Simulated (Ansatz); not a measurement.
# Na: Na → Mg

Start from Na in the bcc (W type) structure (space group Im-3m, No. 229; a = 4.1706 Å).

One thing is altered: every Na is replaced by Mg, then cell and atoms are relaxed.

Calculations: PBEsol (Ansatz, a first-principles code, PAW, scalar-relativistic without spin-orbit coupling). Γ-centred 18×18×18 mesh, Fermi–Dirac width 0.05 eV, for the changed cell.

```
quantity                                  base          changed        shift
-----------------------------  ---------------  ---------------  -----------
volume per atom                       36.27 Å³         22.49 Å³    -13.78 Å³
density                             1.05 g/cm³       1.79 g/cm³  +0.74 g/cm³
lattice parameter a                    4.171 Å          3.556 Å    -0.6142 Å
space group                    Im-3m (No. 229)  Im-3m (No. 229)            –
shortest interatomic distance          3.612 Å          3.080 Å     -0.532 Å
band gap                                  zero             zero            –
```

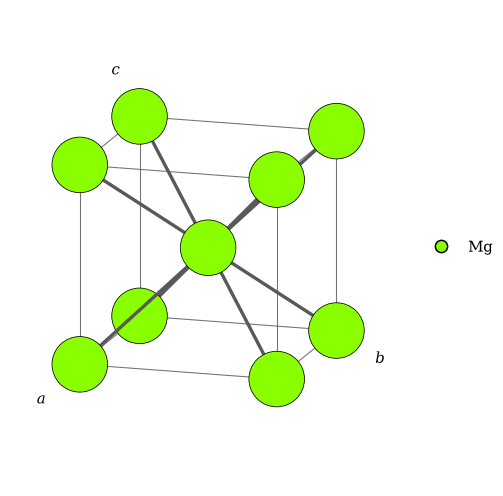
*The relaxed conventional cell after the change*

Stability against distortions was not tested. For Mg in this form, whether it has been made was not checked. This is not the structure that Mg has at room temperature and ambient pressure.
